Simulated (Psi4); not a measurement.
**B2PLYP/def2-SVPD run of CH3BFN (SMILES [H]/N=C(\B)F)**

Aim: the vertical singlet–triplet gap of CH3BFN at B2PLYP/def2-SVPD, from 2 runs. 

The calculation is run with Psi4 1.11.

## Step 1: Starting point

The species is CH3BFN (7 atoms), meant as a singlet with charge 0. As SMILES, `[H]/N=C(\B)F`. The coordinates come from a PBE0-D4/def2-TZVP relaxation.

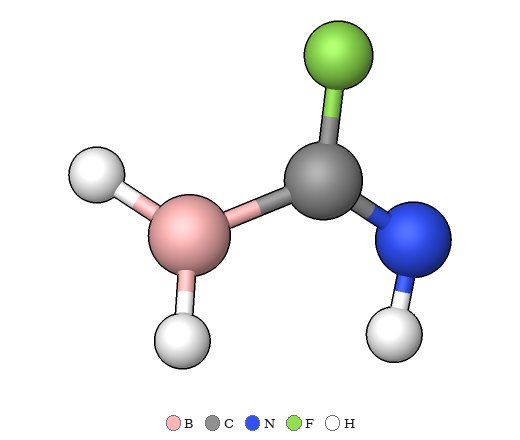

The structure, seen from a chosen angle (boron pink, carbon grey, nitrogen blue, fluorine green, hydrogen white).

## Step 2: The energy at B2PLYP/def2-SVPD

ch3bfn.xyz reads:

```xyz
7
CH3BFN
B     -0.350500     0.865300    -0.251700
C      0.571400    -0.355700     0.056300
N      0.197700    -1.487600     0.452000
F      1.864300    -0.223700    -0.274300
H     -0.170600     1.508700    -1.237600
H     -1.272000     1.080800     0.473100
H     -0.779100    -1.455800     0.736500
```

job.py reads:

```python
import psi4

psi4.set_memory(1600000000)
psi4.set_num_threads(1)
psi4.set_output_file('output.dat', False)

with open('ch3bfn.xyz') as f:
    atoms = ''.join(f.readlines()[2:])
mol = psi4.geometry('0 1\n' + atoms + 'symmetry c1')

options = {'puream': True, 'e_convergence': 1e-09, 'd_convergence': 1e-08, 'scf_type': 'pk', 'dft_radial_points': 99, 'dft_spherical_points': 590, 'num_frozen_docc': 4}
psi4.set_options(options)

energy_value, wavefunction = psi4.energy('b2plyp/def2-SVPD', return_wfn=True)
print('E =', round(energy_value, 9))
```

Started as:

```bash
$ python job.py
```

output.dat:

```text
[...]
  Running in c1 symmetry.
[...]
  Nuclear repulsion =  102.238370836204879
[...]
  Multiplicity = 1
[...]
  Nalpha       = 15
  Nbeta        = 15
[...]
    Number of basis functions: 107
[...]
   @RKS iter   1:  -218.67080977276635   -6.05586e-01   4.31067e-03 DIIS/ADIIS
[...]
   @RKS iter  12:  -218.76855334599114   -1.99805e-11   9.74471e-09 DIIS
[...]
    Orbital Energies [Eh]
    ---------------------
    Doubly Occupied:
       1A    -25.388313     2A    -14.869068     3A    -10.753648
       4A     -7.164705     5A     -1.390260     6A     -1.054492
       7A     -0.742137     8A     -0.673296     9A     -0.602391
      10A     -0.579598    11A     -0.541188    12A     -0.483725
      13A     -0.449163    14A     -0.391448    15A     -0.371246
[...]
  @RKS Final Energy:  -218.76855334599114
   => Energetics <=
    Nuclear Repulsion Energy =            102.2383708362048793
    One-Electron Energy =                -501.4993472305376940
    Two-Electron Energy =                 193.8432179857230153
    DFT Exchange-Correlation Energy =     -13.3507949373813108
    Empirical Dispersion Energy =           0.0000000000000000
    VV10 Nonlocal Energy =                  0.0000000000000000
    Total Energy =                       -218.7685533459911369
[...]
 Multipole Moments:
 ------------------------------------------------------------------------------------
     Multipole            Electronic (a.u.)      Nuclear  (a.u.)        Total (a.u.)
 ------------------------------------------------------------------------------------
 L = 1.  Multiply by 2.5417464519 to convert [e a0] to [Debye]
 Dipole X            :          3.1834887           -4.1097801           -0.9262914
 Dipole Y            :         -0.1010914            0.7417037            0.6406122
 Dipole Z            :         -0.4121154            0.4867777            0.0746623
 Magnitude           :                                                    1.1287047
[...]
```

On the terminal:

```text
Memory set to   1.490 GiB by Python driver.
  Threads set to 1 by Python driver.
E = -218.96085898
```

It took 21 s on 1 thread of Intel Xeon 6975P-C (Granite Rapids), shared host; peak memory 0.61 GiB.

## Step 3: The triplet, same level

calc.py reads:

```python
import psi4

psi4.set_memory('1600 MB')
psi4.set_num_threads(1)
psi4.set_output_file('output.dat', False)

geom = psi4.geometry("""
0 3
B
C 1 1.560642
N 2 1.255957 1 126.26398
F 2 1.341011 3 116.95234 1 -172.13369
H 1 1.190935 2 119.78974 3 -135.46248
H 1 1.192031 5 121.49764 2 -175.46101
H 3 1.017885 2 110.20842 4 175.99553
symmetry c1
no_reorient
no_com
""")

psi4.set_options({
    'basis': 'def2-SVPD',
    'reference': 'uks',
    'puream': True,
    'e_convergence': 1e-09,
    'd_convergence': 1e-08,
    'scf_type': 'pk',
    'dft_radial_points': 99,
    'dft_spherical_points': 590,
    'num_frozen_docc': 4,
    'maxiter': 200,
})

E, wfn = psi4.energy("b2plyp", molecule=geom, return_wfn=True)
print('E =', round(E, 9))
```

Started as:

```bash
$ python calc.py
```

output.dat:

```text
[...]
  Running in c1 symmetry.
[...]
  Nuclear repulsion =  102.238376853188498
[...]
  Multiplicity = 3
[...]
  Nalpha       = 16
  Nbeta        = 14
[...]
    Number of basis functions: 107
[...]
   @UKS iter   1:  -218.56404617729453   -4.98822e-01   3.20519e-03 ADIIS/DIIS
[...]
   @UKS iter  21:  -218.63805317837728   -4.49063e-12   4.72097e-09 DIIS
[...]
   @S^2 Observed:                2.014132067E+00
[...]
    Orbital Energies [Eh]
    ---------------------
    Alpha Occupied:
       1A    -25.410309     2A    -14.958800     3A    -10.775396
       4A     -7.105963     5A     -1.412391     6A     -1.132466
       7A     -0.780345     8A     -0.703998     9A     -0.651335
      10A     -0.609053    11A     -0.544691    12A     -0.543057
      13A     -0.486947    14A     -0.434994    15A     -0.403012
      16A     -0.224956
    Alpha Virtual:
      17A      0.028120    18A      0.038336    19A      0.081389
      20A      0.100616    21A      0.136214    22A      0.140336
      23A      0.144559    24A      0.155613    25A      0.165394
[...]
  @UKS Final Energy:  -218.63805317837728
   => Energetics <=
    Nuclear Repulsion Energy =            102.2383768531884982
    One-Electron Energy =                -500.8947861190065964
    Two-Electron Energy =                 193.3560237401254938
    DFT Exchange-Correlation Energy =     -13.3376676526847149
    Empirical Dispersion Energy =           0.0000000000000000
    VV10 Nonlocal Energy =                  0.0000000000000000
    Total Energy =                       -218.6380531783772767
[...]
 Multipole Moments:
 ------------------------------------------------------------------------------------
     Multipole            Electronic (a.u.)      Nuclear  (a.u.)        Total (a.u.)
 ------------------------------------------------------------------------------------
 L = 1.  Multiply by 2.5417464519 to convert [e a0] to [Debye]
 Dipole X            :          0.1623154           -0.3373368           -0.1750214
 Dipole Y            :          2.0940504           -3.0139960           -0.9199456
 Dipole Z            :          3.4003401           -2.9119411            0.4883990
 Magnitude           :                                                    1.0561562
[...]
```

Standard output:

```text
Memory set to   1.490 GiB by Python driver.
  Threads set to 1 by Python driver.
E = -218.823078735
```

Run time: 45 s. Hardware: 1 thread of Intel Xeon 6975P-C (Granite Rapids), shared host; peak memory 0.61 GiB.

## Step 4: Results

Level: B2PLYP/def2-SVPD, 4 core orbitals frozen.

| quantity | value |
| --- | --- |
| singlet: total energy | -218.96086 Eh |
| singlet: HOMO energy (SCF part's orbitals) | -10.10 eV |
| singlet: LUMO energy (SCF part's orbitals) | -1.54 eV |
| singlet: HOMO–LUMO gap (SCF part's orbitals) | 8.56 eV |
| triplet: total energy | -218.82308 Eh |
| triplet: HOMO energy (SCF part's orbitals) (highest over α and β) | -6.12 eV |
| triplet: LUMO energy (SCF part's orbitals) (lowest over α and β) | -4.50 eV |
| triplet: ⟨S²⟩ | 2.014 |
| vertical energy of the triplet above the singlet | 3.749 eV |

**Reading.** At this shape the triplet lies 3.75 eV (86 kcal/mol) above the singlet.
